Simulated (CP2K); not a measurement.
## Converging the cutoff of the density grid: In (I4/mmm, 1 atom in the cell)

```xyz
1
Lattice="3.3875 0.0000 0.0000 0.2508 3.3782 0.0000 -1.8191 -1.6891 2.3050" Properties=species:S:1:pos:R:3 pbc="T T T"
In     0.0000     0.0000     0.0000
```

Computed with PBE, GPW, DZVP-MOLOPT-SR-GTH basis, GTH-PBE potentials (GTH_POTENTIALS) in CP2K.

Base settings: CUTOFF = 500 Ry; REL_CUTOFF = 50 Ry; SMEAR/METHOD = FERMI_DIRAC; ELECTRONIC_TEMPERATURE = 1160.45 K; KPOINTS/SCHEME = MONKHORST-PACK 5 5 5; XC_FUNCTIONAL = PBE; In/BASIS_SET = DZVP-MOLOPT-SR-GTH-q13; In/POTENTIAL = GTH-PBE-q13; METHOD = GPW; EPS_DEFAULT = 1e-11.

The mesh stays at the base's, so the ladder's end is converged at best in this setting alone.

Only quantities that move along the ladder and can be compared are tabulated.

The starting cell has typed, rounded lattice constants, without a prior relaxation at this level. Its lattice was rescaled by up to half a per cent. Values carry the incompleteness of an atom-centred basis. Without a gap this mesh is coarse (it stands for a supercell whose shortest vector is 16 Å).

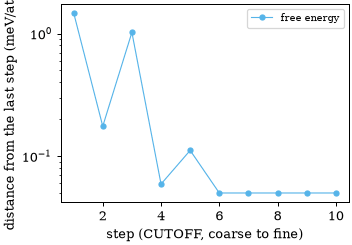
Figure. Distance from the last step along the ladder; very small values are drawn at a floor.

| CUTOFF | free energy less the last step's (meV/atom) | pressure (GPa) |
|---|---|---|
| 180 Ry | -1.48 | 3.14 |
| 200 Ry | -0.18 | 2.84 |
| 220 Ry | -1.02 | 2.90 |
| 300 Ry | -0.06 | 2.91 |
| 350 Ry | 0.11 | 2.89 |
| 400 Ry | 0.00 | 2.90 |
| 450 Ry | 0.02 | 2.89 |
| 500 Ry | 0.00 | 2.90 |
| 600 Ry | 0.01 | 2.90 |
| 750 Ry | 0.00 | 2.90 |
| 1200 Ry | 0.00 | 2.90 |

Coarsest CUTOFF that holds the free energy within 0.5 meV/atom of the last step, with all finer ones: 300 Ry; the step before is off by 1.0 meV/atom.

Coarsest CUTOFF that holds the pressure within 0.2 GPa of the last step, with all finer ones: 200 Ry; the step before is off by 0.25 GPa.

Left out of this page: 3 runs of the series outside the window shown, repeating another row's setting, or not comparable.
